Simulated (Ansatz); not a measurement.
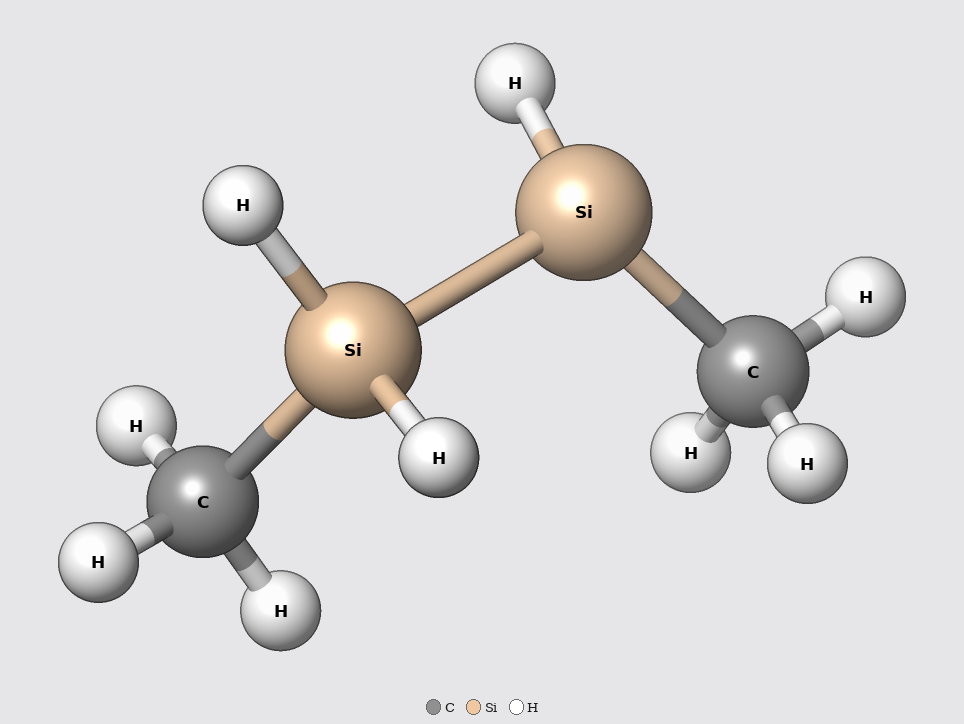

Rendered structure (ball-and-stick style).

Charge 0, doublet.

**Count the atoms of each element.**

C₂H₉Si₂, 13 atoms: 2 carbon, 9 hydrogen and 2 silicon.

**Give the symmetry (Schoenflies symbol).**

C1.

**Describe its rings.**

It has no ring.

**Count the bonded pairs by element.**

6 C–H, 3 Si–H, 2 C–Si, 1 Si–Si.

More results for the same structure follow; atom numbers are the same in all pictures, views and colours differ. Computed geometry: PBE0-D4/def2-TZVP optimisation.

## Dipole moment

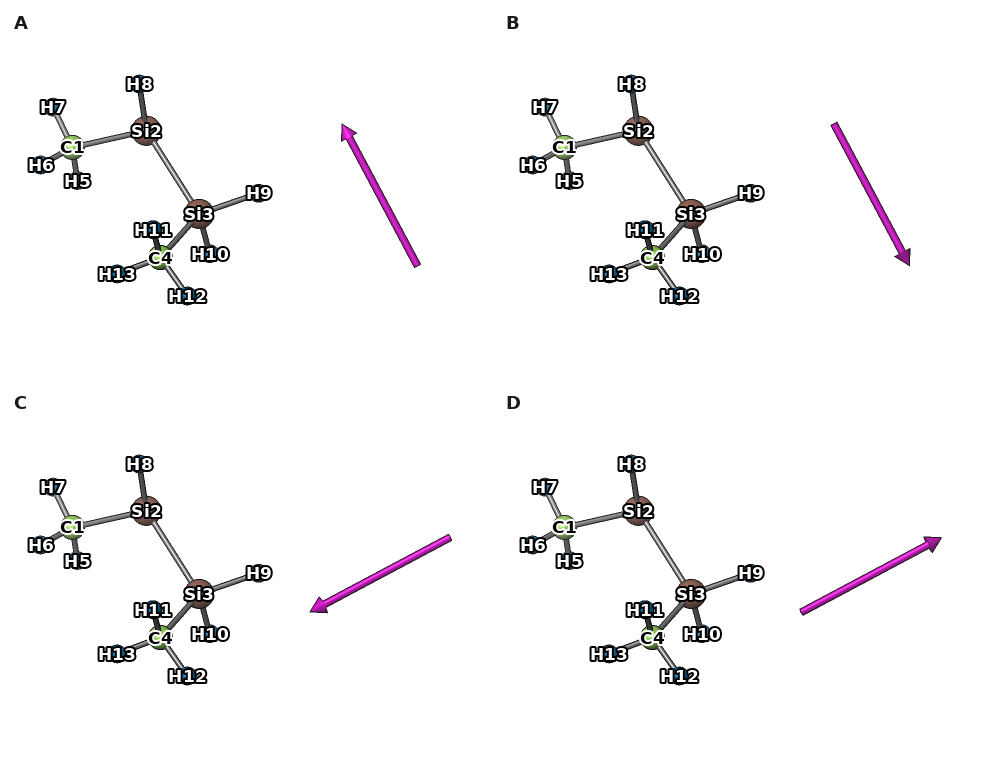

The same molecule four times, each with an arrow. Level of theory: UKS B3LYP-D4/def2-TZVPP (Ansatz 0.2.0).

**Which arrow points along the dipole moment, from the negative to the positive end?**

C. The dipole moment is 1.22 D; it points from the side of H9 to the side of H6, H13 (the outermost atoms at the two ends).

## Electronic properties

Properties computed with UKS SPW92 (LDA)/def2-TZVPP (Ansatz 0.2.0).

**What is the HOMO energy (Kohn–Sham orbital)?**

−4.56 eV.

**Give the ⟨S²⟩ of the determinant at this level.**

0.752.

## Charges

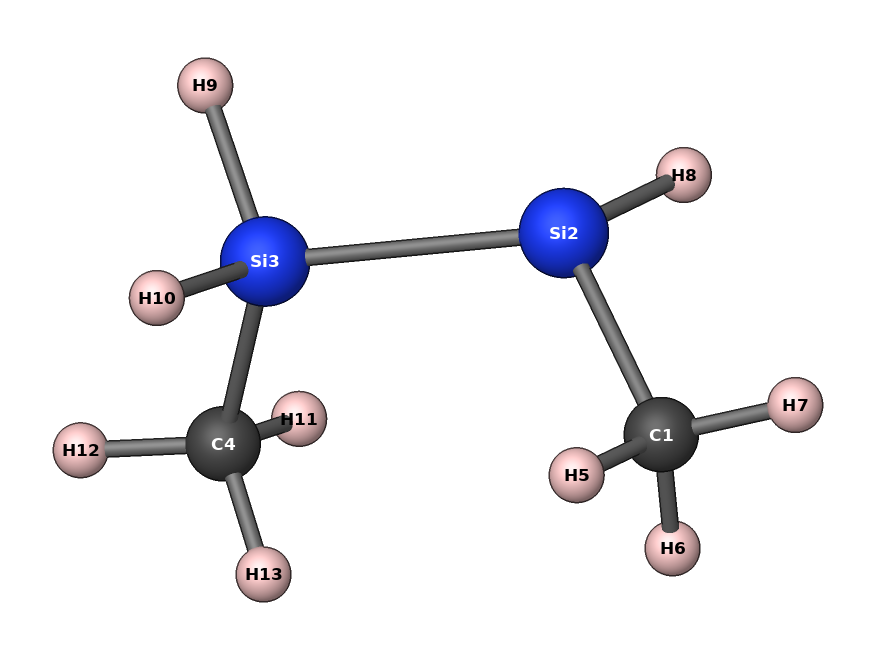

The questions are on Mulliken charges. Method: UKS PBE0-D4/def2-TZVP (Ansatz 0.2.0).

**Which atom carries the highest charge (most positive or least negative)?**

H5, H6, H7 (0.15 e).

**And the lowest?**

C1, C4 (−0.49 e).

List the Mulliken charges.

```
atom  value (e)
  C1      −0.49
 Si2       0.05
 Si3       0.11
  C4      −0.49
  H5       0.15
  H6       0.15
  H7       0.15
  H8      −0.01
  H9      −0.02
 H10      −0.02
 H11       0.14
 H12       0.14
 H13       0.14
```

Mulliken values depend strongly on the basis set and can even reverse the polarity of a bond.
